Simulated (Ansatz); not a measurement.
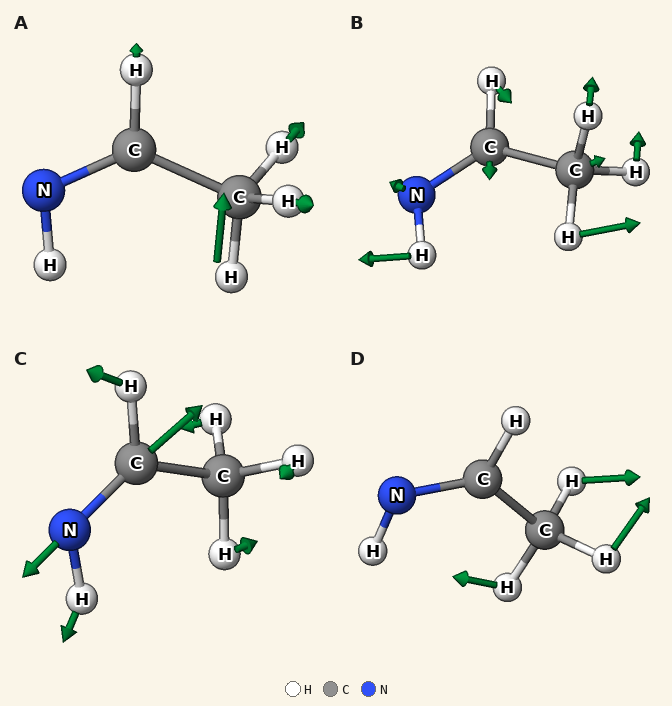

4 normal modes of one molecule or complex, as arrows. Harmonic vibrations computed with RKS PBE0-D4/def2-TZVP (Ansatz 0.2.0) at a stationary point of the same level.

### Match the panels to the wavenumbers 489 cm⁻¹, 1468 cm⁻¹, 1755 cm⁻¹, 3137 cm⁻¹.

A: 3137 cm⁻¹, C–H stretching
B: 489 cm⁻¹
C: 1755 cm⁻¹
D: 1468 cm⁻¹, H–C–H bending
